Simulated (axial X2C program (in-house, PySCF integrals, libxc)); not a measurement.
**A two-component session on GaB⁺: properties at the nuclei**

Aim: properties at the nuclei of GaB⁺, with spin–orbit coupling in the Hamiltonian from the start.

Method: two-component X2C with atomic mean-field terms, Ga dyall-cv3z, B dyall-v3z; program: an in-house X2C program for linear molecules on PySCF integrals.

All values are calculated.

### 1 Set-up

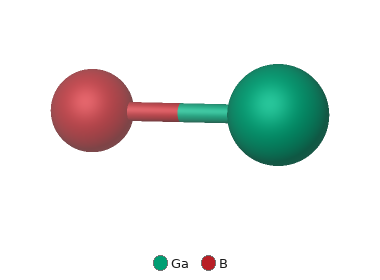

The two atoms at 2.090 Å (gallium teal, boron red).

Contents of task.json:

```json
{
 "zs": [
  31,
  5
 ],
 "q": 1,
 "bas": [
  "dyall-cv3z",
  "dyall-v3z"
 ],
 "r0": 2.09,
 "levels": [
  "PBE0",
  "HF",
  "PBE50",
  "BP86",
  "r2SCAN"
 ],
 "nst": 3
}
```

Keys: zs atomic numbers; q charge; bas basis sets; r0 starting distance in Å; levels methods (HF also brings MP2); nst determinants followed.

On the command line:

```sh
$ python soeom.py task.json out
```

Nuclei are Gaussian, cores are contracted, and the Gaunt term is on.

### 2 Expectation values, lowest determinant

R = 2.792 Å. State: Ω = 1/2 (excess of +ω over −ω: ω = 1/2).

Output of the PBE0 run:

```text
two-component X2C + atomic mean field  PBE0
basis functions 150  fitting functions 890  grid points 5084
iter        total energy     max residual
   1      -1967.468385858     4.30e-05
   2      -1967.468385935     3.07e-05
   3      -1967.468385956     2.69e-05
   4      -1967.468385990     1.78e-05
   5      -1967.468386015     2.54e-06
   6      -1967.468386015     9.53e-07
converged
one-electron -2789.35848459  Coulomb 872.62322174  exact exchange -19.48943086  xc functional -59.97621997  nuclear repulsion 29.37767468  atomic mean-field constant -0.64514701
```

The highest occupied spinor is 67% B p, 23% Ga p, 7% Ga s.

| level | Eeff magnitude (GV/cm) | Ws magnitude Ga (kHz) | A∥/gI Ga (MHz) | qzz Ga (a.u.) | A∥/gI B (MHz) | qzz B (a.u.) |
| --- | --- | --- | --- | --- | --- | --- |
| PBE0 | 1.13 | 0.975 | 158 | -1.34 | 69.4 | -0.55 |
| HF | 1.66 | 1.44 | -84.1 | -1.07 | 65.2 | -0.56 |
| PBE50 | 1.31 | 1.13 | 98.5 | -1.26 | 62 | -0.54 |
| BP86 | 0.959 | 0.829 | 219 | -1.46 | 83.9 | -0.56 |
| r2SCAN | 1.19 | 1.03 | 111 | -1.46 | 73 | -0.57 |

Eeff is the effective electric field on the electron dipole moment in this Ω state and Ws the scalar–pseudoscalar constant (defined with the proton number Z and per Ω); A∥ is the parallel hyperfine constant, which follows by multiplying with the nuclear g factor gI = μI/(I μN); qzz is the electric field gradient, eQq0 = 234.96 MHz × Q/barn × qzz. The operators were transformed with the bare-nucleus X2C matrices.

### 3 Expectation values, a higher determinant

R = 2.792 Å. State: Ω = 3/2 (excess of +ω over −ω: ω = 3/2), 0.64 eV above the lowest in the PBE0 search for states (made at or near this distance, with looser thresholds).

Output of the PBE0 run:

```text
two-component X2C + atomic mean field  PBE0
basis functions 150  fitting functions 890  grid points 5084
iter        total energy     max residual
   1      -1967.444768601     3.06e-05
   2      -1967.444768604     4.59e-05
   3      -1967.444768626     9.95e-06
   4      -1967.444768627     3.84e-06
converged
one-electron -2788.52316347  Coulomb 871.78374902  exact exchange -19.48234591  xc functional -59.95553593  nuclear repulsion 29.37767468  atomic mean-field constant -0.64514701
```

The highest occupied spinor is 86% B p, 11% Ga p.

| level | Eeff magnitude (GV/cm) | Ws magnitude Ga (kHz) | A∥/gI Ga (MHz) | qzz Ga (a.u.) | A∥/gI B (MHz) | qzz B (a.u.) |
| --- | --- | --- | --- | --- | --- | --- |
| PBE0 | 0.265 | 0.0736 | -10.7 | -0.11 | 44.8 | 0.28 |
| HF | 1.12 | 0.319 | -32.8 | -0.30 | 97 | 0.28 |
| PBE50 | 0.354 | 0.0993 | -19 | -0.18 | 51.5 | 0.29 |
| BP86 | 0.188 | 0.0513 | 1.02 | 0.03 | 40.7 | 0.26 |
| r2SCAN | 0.426 | 0.119 | -27.2 | -0.06 | 55.1 | 0.27 |

### 4 What came out

```
                                        quantity                                    value
                              lowest determinant  Ω = 1/2 (excess of +ω over −ω: ω = 1/2)
                    Eeff magnitude (GV/cm), PBE0                                     1.13
                     Ws magnitude Ga (kHz), PBE0                                    0.975
                            A∥/gI Ga (MHz), PBE0                                      158
                             qzz Ga (a.u.), PBE0                                    -1.34
                              higher determinant  Ω = 3/2 (excess of +ω over −ω: ω = 3/2)
Eeff magnitude (GV/cm), PBE0, higher determinant                                    0.265
 Ws magnitude Ga (kHz), PBE0, higher determinant                                   0.0736
        A∥/gI Ga (MHz), PBE0, higher determinant                                    -10.7
         qzz Ga (a.u.), PBE0, higher determinant                                    -0.11
```

What this shows: In the first state, the effective field runs from 0.959 to 1.66 GV/cm over the mean-field levels. The expectation values come from single determinants, which for open shells can mix terms of unlike spin or miss the lowest Ω, so a determinant need not be a state. Eeff is the effective electric field on the electron dipole moment in this Ω state and Ws the scalar–pseudoscalar constant (defined with the proton number Z and per Ω); A∥ is the parallel hyperfine constant, which follows by multiplying with the nuclear g factor gI = μI/(I μN); qzz is the electric field gradient, eQq0 = 234.96 MHz × Q/barn × qzz. The operators were transformed with the bare-nucleus X2C matrices.
